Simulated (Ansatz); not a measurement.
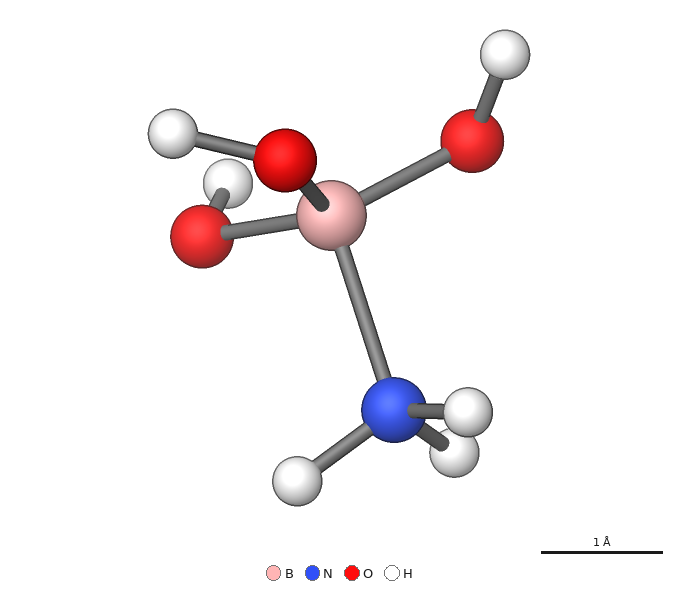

Ball-and-stick drawing of a structure.

Count the atoms of each element.

Answer. BH6NO3, 11 atoms: 1 boron, 6 hydrogen, 1 nitrogen and 3 oxygen.

What is the point group of this geometry?

Answer. C3.

How many atoms are distinct by symmetry?

Answer. 5: 1 B, 1 N, 3 O, 3 H, 3 H.

The parts below concern this one geometry. Atoms keep their numbers from picture to picture. The geometry was computed by an optimisation with PBE0-D4/def2-TZVP.

Dipole moment

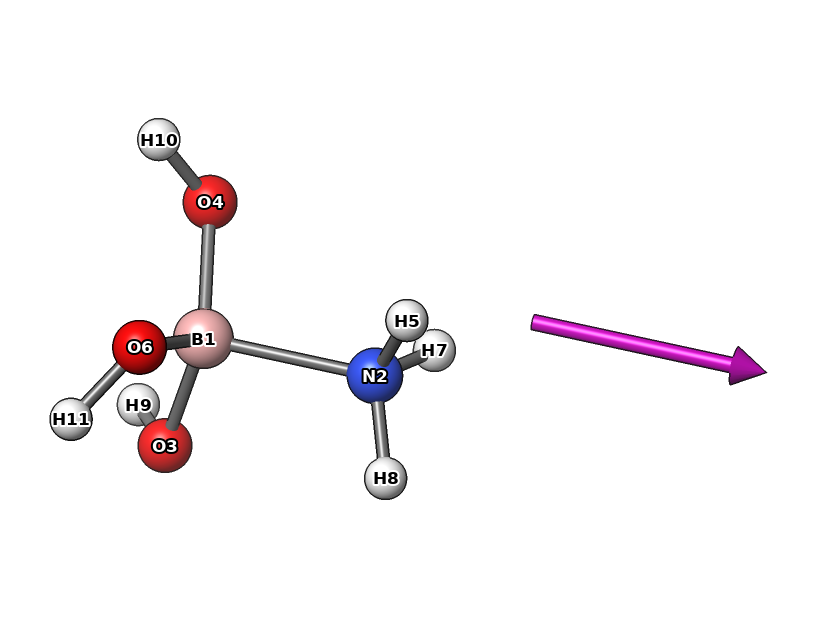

The arrow beside the molecule shows the direction of the dipole moment, from the negative to the positive end (its length means nothing). Level of theory: RKS PBE0-D4/def2-TZVP (Ansatz 0.2.0).

How large is the dipole moment?

Answer. 3.14 D; it points from the side of H9, H10, H11 to the side of H5, H7, H8 (the outermost atoms at the two ends).

Electronic properties

Properties computed with RHF-CCSD(T), frozen core/def2-TZVPP (Ansatz 0.2.0).

Estimate the T1 diagnostic.

Answer. 0.011.

Charges

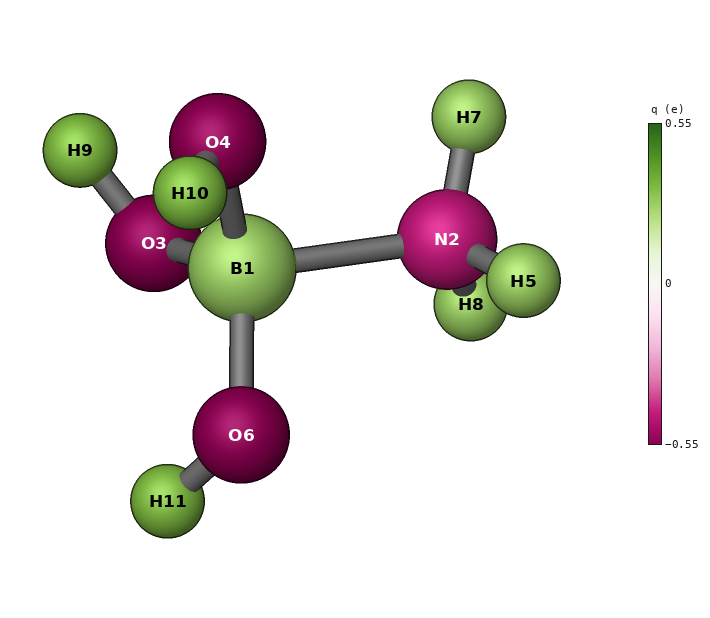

Atoms are coloured by their Mulliken charges. Method: RKS PBE0-D4/def2-TZVP (Ansatz 0.2.0).

Which atom carries the highest charge (most positive or least negative)?

Answer. H9, H10, H11 (0.33 e).

And the lowest?

Answer. O3, O4, O6 (−0.55 e).

List the Mulliken charges.

```csv
atom,value (e)
B1,0.27
N2,−0.45
O3,−0.55
O4,−0.55
H5,0.28
O6,−0.55
H7,0.28
H8,0.28
H9,0.33
H10,0.33
H11,0.33
```

Vibrations

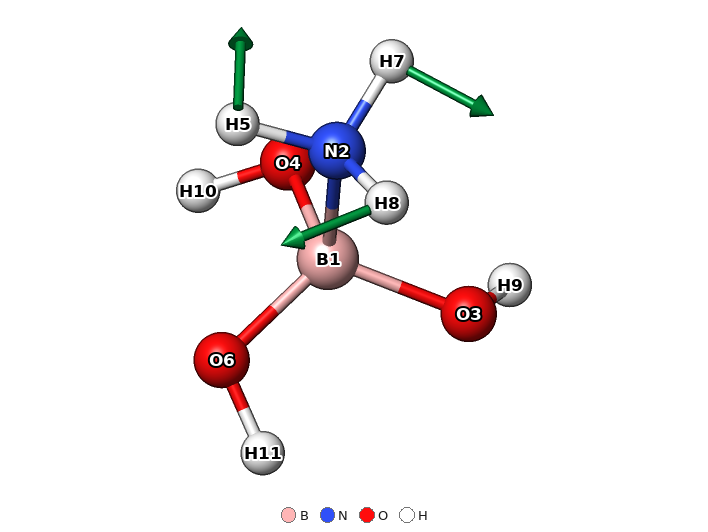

The arrows show one normal mode. Harmonic vibrations computed with RKS PBE0-D4/def2-TZVP (Ansatz 0.2.0) at a stationary point of the same level.

What kind of motion is it?

Answer. A torsion or out-of-plane motion in which bond lengths and bond angles hardly change.

Estimate its harmonic wavenumber.

Answer. 135 cm⁻¹; it is mode 1 of 27 counted from the lowest.

Mulliken values depend strongly on the basis set and can even reverse the polarity of a bond.
